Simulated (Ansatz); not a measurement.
WS2 (layered bulk) (P6_3/mmc), computed twice by G0W0.

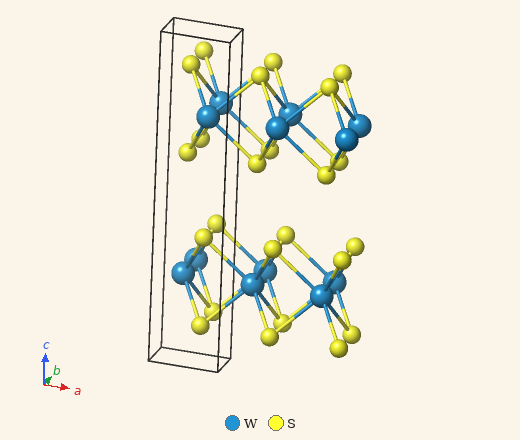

The structure (tungsten blue, sulfur yellow). 3×2×1 cells are drawn.

```yaml
crystal:
  lattice:
    - [3.11499, 0.00000, 0.00000]
    - [-1.55749, 2.69766, 0.00000]
    - [0.00000, 0.00000, 11.77677]
  atoms:
    - { symbol: W, position: [0.33333, 0.66667, 0.25000] }
    - { symbol: S, position: [0.66667, 0.33333, 0.38351] }
    - { symbol: S, position: [0.66667, 0.33333, 0.11649] }
    - { symbol: W, position: [0.66667, 0.33333, 0.75000] }
    - { symbol: S, position: [0.33333, 0.66667, 0.88351] }
    - { symbol: S, position: [0.33333, 0.66667, 0.61649] }
```

The structure was relaxed with PBEsol-D3(BJ). The runs that relaxed it are not among those shown. Spin-orbit coupling is left out unless a run names it.

The first (Ansatz 0.2.0; start PBEsol, 9×9×2 mesh, 412 empty bands, screening to 150 eV, PAW set soft_1 files; 1 × NVIDIA H100 80GB HBM3 (shared by 6 runs) with 3 threads of AMD EPYC 7R13 (Zen 3), shared host) gave, on its mesh: starting gap 0.79 eV, G0W0 gap 1.20 eV, RPA ε∞ (mean) 12.03, 1.9 min.

The second gave: starting gap 0.79 eV, G0W0 gap 1.10 eV, RPA ε∞ (mean) 12.39, 27 s.

Q: What was changed in the input? Choose among start, files, mesh, bands and cutoff, frequency model or another key.

Changed: empty bands from 412 to 104 and screening cutoff (eV) from 150.0 to 60. The starting gap stayed, which rules out the functional and points to the GW step. Other changes could give like numbers; this is the one that was made.

Limits: not at the basis limit; no spin-orbit coupling; coarse k mesh.

[Paths, hosts, dates, memory and timing lines, banners, echoed tables and standing remarks are left out of the program output.]

[Logs are printed without paths, hosts, clocks, repeated set-up lines and the standing remarks that a program may print on its own settings, such as how far it seeks lower states.]

[Runs of the session that timed out or met a known fault of the program may be left out.]

[Cells called generated may have been cut or substituted from an entry of the Crystallography Open Database or the Materials Project.]

[Hosts, paths, dates, database ids (printed as entryN), source tags and the programs' standing remarks are cut or masked in the printed files.]
